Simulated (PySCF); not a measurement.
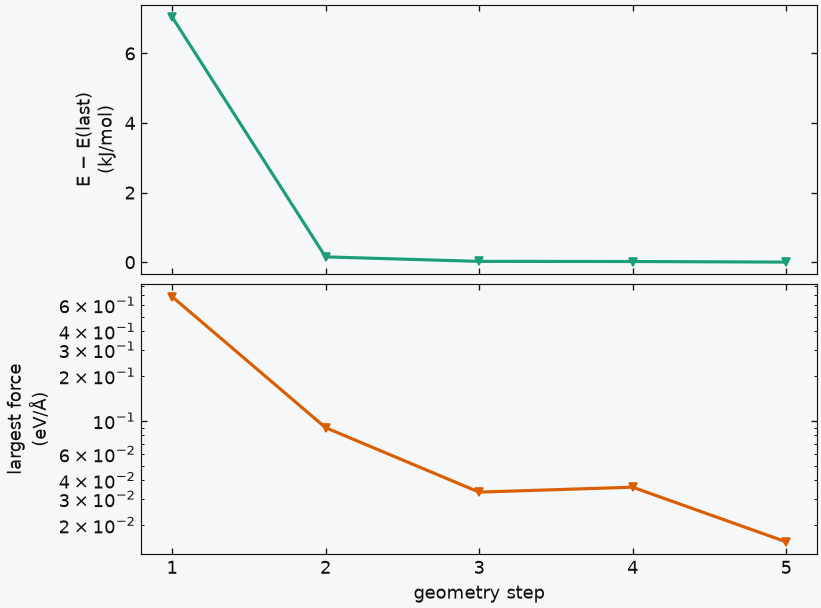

History of a geometry optimisation.

System: C₆H₉NSi (SMILES [SiH3]Cc1ccncc1).
Method: PySCF 2.14.0, density fitting, PBE0-D3(BJ)/def2-SVP, geometry optimisation.

### How did it end, and what did it gain?

The optimisation met its thresholds at geometry 5, counting the start as the first. The energy fell by about 7 kJ/mol from the first step to the last. The largest force goes from about 0.68 eV/Å at the start to 0.015 eV/Å at the end.
